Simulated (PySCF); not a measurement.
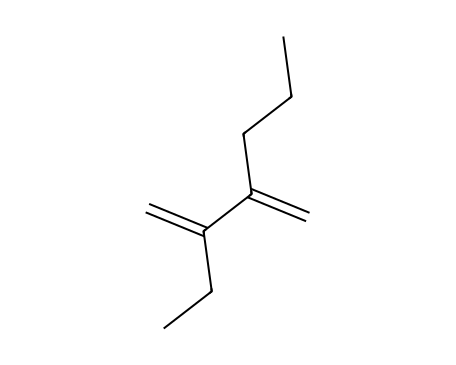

A structural formula.

Question: Give its SMILES.

Answer: C=C(CC)C(=C)CCC

Question: Give the formula, hydrogens included.

Answer: C9H16.

Question: An optimisation with GFN2-xTB gave a structure of which point group?

Answer: C1. Other conformers may differ.

More results for the same structure follow; atom numbers are the same in all pictures, views and colours differ. Computed geometry: GFN2-xTB optimisation. No frequency run is at hand to confirm it as a minimum.

## Shape

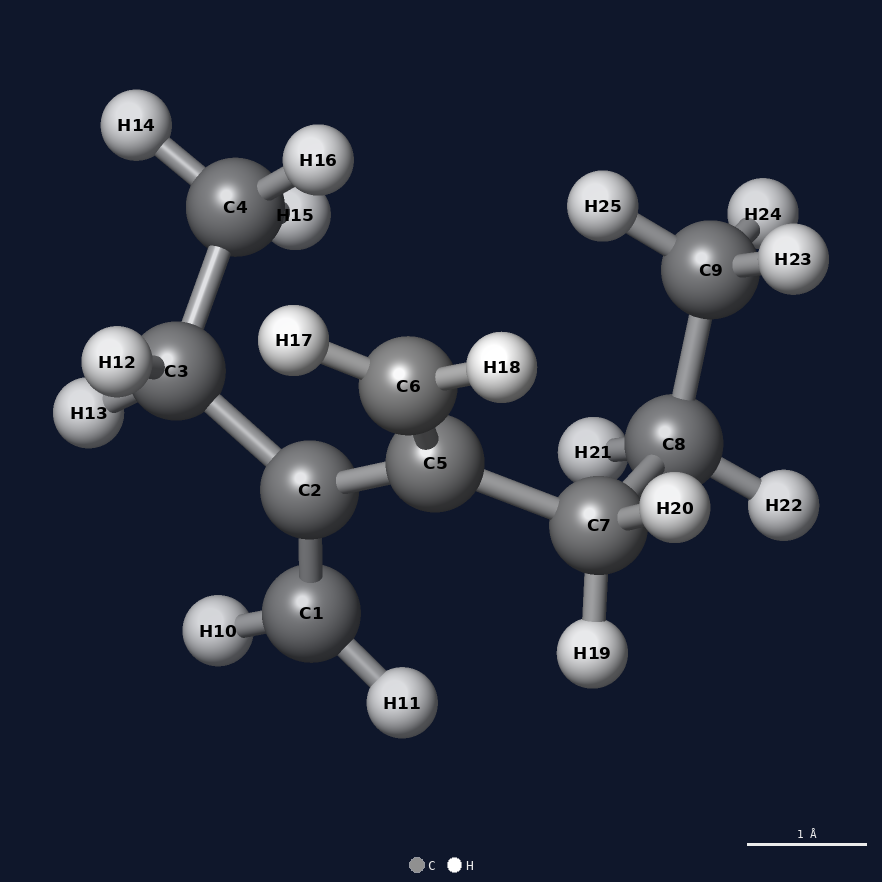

No frequency run is at hand to confirm it as a minimum.

What are the angles C1–C2–C3, C2–C1–H10, C2–C1–H11, C2–C3–C4, C2–C3–H12, C3–C4–H15, C4–C3–H12, C5–C6–H18, C5–C7–C8, C8–C7–H19, C8–C9–H24, C9–C8–H22?

| angle | degrees |
| --- | --- |
| C1–C2–C3 | 119.6 |
| C2–C1–H10 | 121.2 |
| C2–C1–H11 | 123.3 |
| C2–C3–C4 | 111.8 |
| C2–C3–H12 | 110.0 |
| C3–C4–H15 | 110.3 |
| C4–C3–H12 | 109.3 |
| C5–C6–H18 | 121.2 |
| C5–C7–C8 | 112.4 |
| C8–C7–H19 | 109.2 |
| C8–C9–H24 | 110.6 |
| C9–C8–H22 | 109.3 |

## NMR shielding

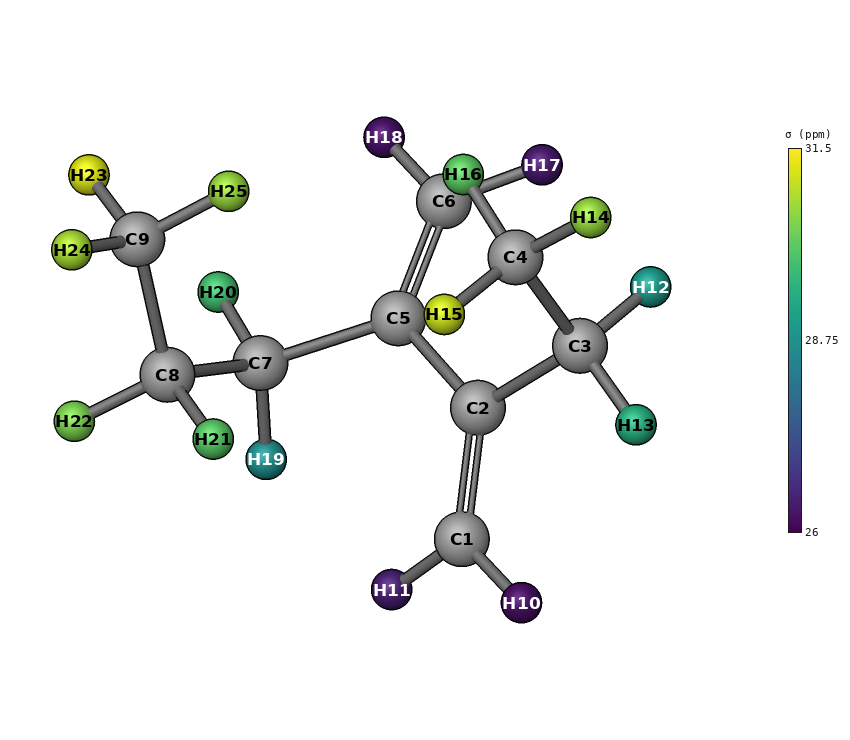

Atoms are coloured by their isotropic NMR shieldings (H only, the others grey). No frequency run is at hand to confirm it as a minimum. Properties computed with GIAO PBE0/pcSseg-1 NMR shielding, non-relativistic, gas phase (PySCF 2.14.0).

Question: Which H atom is the most shielded (lowest chemical shift)?

Answer: H23 (31.20 ppm).

Question: Which H atom is the least shielded (highest chemical shift)?

Answer: H10 (26.24 ppm).

Question: How wide is the range of H shifts?

Answer: 4.96 ppm.

Give the isotropic NMR shieldings of the H atoms atom by atom.

| atom | σ (ppm) |
| --- | --- |
| H10 | 26.24 |
| H11 | 26.49 |
| H12 | 28.98 |
| H13 | 29.50 |
| H14 | 30.64 |
| H15 | 31.07 |
| H16 | 30.13 |
| H17 | 26.41 |
| H18 | 26.26 |
| H19 | 28.73 |
| H20 | 29.85 |
| H21 | 30.06 |
| H22 | 30.41 |
| H23 | 31.20 |
| H24 | 30.77 |
| H25 | 30.64 |

## Electronic properties

No frequency run is at hand to confirm it as a minimum. Method: PBE0/pcSseg-1, gas phase (PySCF 2.14.0).

What does the calculation give?

- dipole moment: 0.25 D
- HOMO energy (Kohn–Sham orbital): −6.65 eV
- LUMO energy (Kohn–Sham orbital): −0.61 eV
- HOMO–LUMO gap: 6.04 eV

## Charges

The questions are on ESP-fitted charges. No frequency run is at hand to confirm it as a minimum. Level of theory: PBE0/pcSseg-1, gas phase (PySCF 2.14.0).

Question: Which atom carries the highest charge (most positive or least negative)?

Answer: C3 (0.30 e).

Question: And the lowest?

Answer: C6 (−0.68 e).

Give the ESP-fitted charges atom by atom.

| atom | value (e) |
| --- | --- |
| C1 | −0.52 |
| C2 | −0.11 |
| C3 | 0.30 |
| C4 | −0.38 |
| C5 | 0.29 |
| C6 | −0.68 |
| C7 | −0.29 |
| C8 | 0.17 |
| C9 | −0.29 |
| H10 | 0.20 |
| H11 | 0.20 |
| H12 | −0.05 |
| H13 | −0.01 |
| H14 | 0.07 |
| H15 | 0.11 |
| H16 | 0.11 |
| H17 | 0.25 |
| H18 | 0.22 |
| H19 | 0.08 |
| H20 | 0.10 |
| H21 | 0.01 |
| H22 | −0.01 |
| H23 | 0.08 |
| H24 | 0.06 |
| H25 | 0.07 |
